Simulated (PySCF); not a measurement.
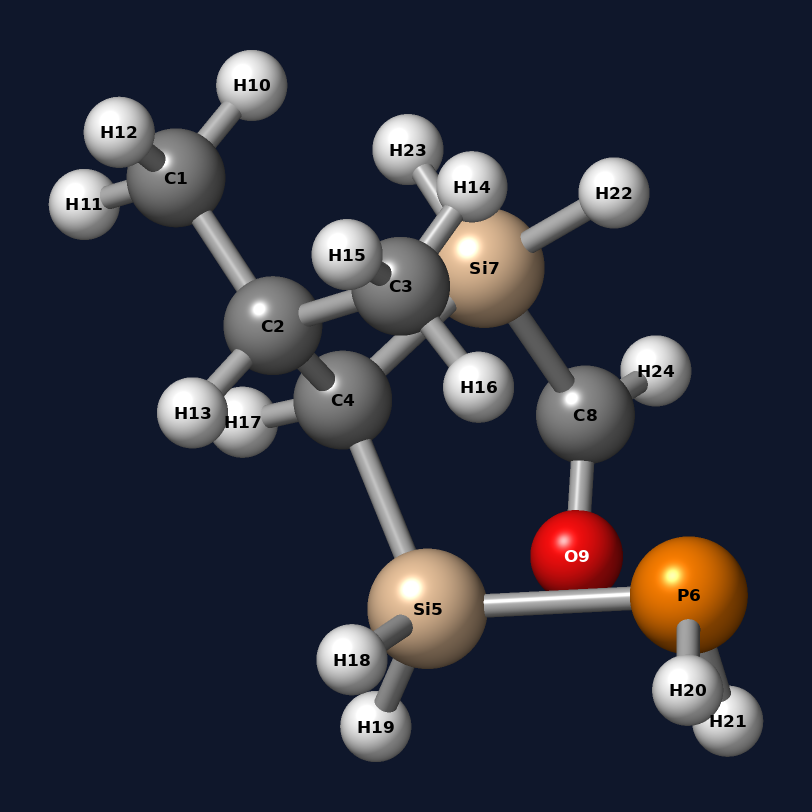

Every bond is drawn as one stick. The computed structure is the end point of a GFN2-xTB optimisation. No frequency run is at hand to confirm it as a minimum. Method: PBE0/pcSseg-1 (PySCF 2.14.0).

Question: Which bond between heavy atoms has the highest Mayer bond order?

Answer: C8–O9, 1.89, at a length of 1.208 Å.

List the Mayer bond orders of C1–C2, C2–C3, C2–C4, C4–Si5, C4–Si7, Si5–P6, Si7–C8, C8–O9 (bonds between heavy atoms, one of each equivalent set).

```
  bond  Mayer order  length (Å)
 C1–C2         1.04       1.527
 C2–C3         1.02       1.525
 C2–C4         1.00       1.535
C4–Si5         0.82       1.933
C4–Si7         0.90       1.896
Si5–P6         1.00       2.239
Si7–C8         0.83       1.915
 C8–O9         1.89       1.208
```

The geometry is semi-empirical. Around P, Si such bond lengths and angles can be off by a tenth of an ångström or more and by several degrees, and values that hang on the shape move with them.
